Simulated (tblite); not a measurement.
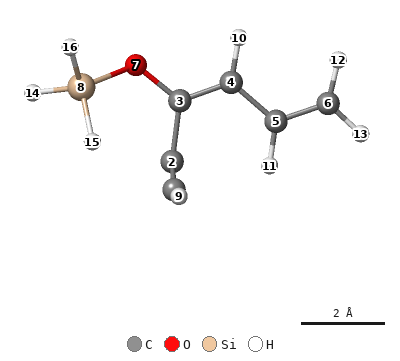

Starting structure of C6H8OSi (charge +1, multiplicity 2). Style: ball-and-stick. Shown from a free direction.

Theory: tblite 0.8.0, GFN2-xTB geometry optimisation, gas phase.

```xyz
16

C     0.6920    0.2485   -1.5957
C     0.3492   -0.8295   -0.9229
C     0.2403   -0.5818    0.5429
C    -0.9227   -0.1587    0.9841
C    -2.0095    0.0117    0.0461
C    -3.1934    0.4306    0.4752
O     1.3005   -0.7626    1.4028
Si    2.8851   -0.2559    0.8781
H     0.9374    1.2670   -1.7510
H    -1.0502    0.0310    2.0666
H    -1.9116   -0.1782   -1.0240
H    -3.3779    0.6412    1.5246
H    -3.9813    0.5555   -0.2538
H     3.6823   -1.4940    0.7376
H     2.8494    0.4246   -0.4333
H     3.5026    0.6596    1.8463
```

What does the optimiser find from here?

After 98 geometry steps the energy has fallen by 68.5 kcal/mol. The atom that moves furthest after the best rigid fit is H9 (1.63 Å). By element the largest moves are H 1.63 Å, C 1.04 Å, O 0.57 Å, Si 0.30 Å. Some distances before and after: C1–C2 1.316 → 1.205 Å, C3–C4 1.314 → 1.404 Å, C3–O7 1.377 → 1.292 Å, C2–C3 1.491 → 1.412 Å. Bond angles that change, for instance: C1–C2–C3 112.7° → 177.6°, C3–O7–Si8 118.3° → 140.4°, C2–C1–H9 157.4° → 178.7°. Groups turn about C3–O7 by about 40°.

Final geometry:

```xyz
16

C     0.7750    0.3658   -2.1779
C     0.5591    0.1897   -1.0051
C     0.3601   -0.0412    0.3737
C    -0.9354   -0.0470    0.9148
C    -2.1072    0.1776    0.1721
C    -3.3400    0.1686    0.7437
O     1.3672   -0.2522    1.1551
Si    3.0440   -0.3546    1.1085
H     0.9400    0.5229   -3.2066
H    -1.0119   -0.2328    1.9789
H    -2.0076    0.3637   -0.8897
H    -3.4731   -0.0164    1.7982
H    -4.2283    0.3475    0.1611
H     3.2033   -1.8001    1.2433
H     3.5267    0.1927   -0.1535
H     3.3203    0.4248    2.3072
```

After the run, drawn alike:

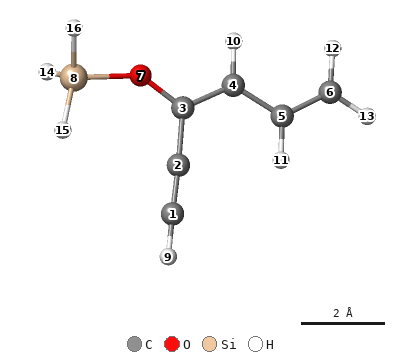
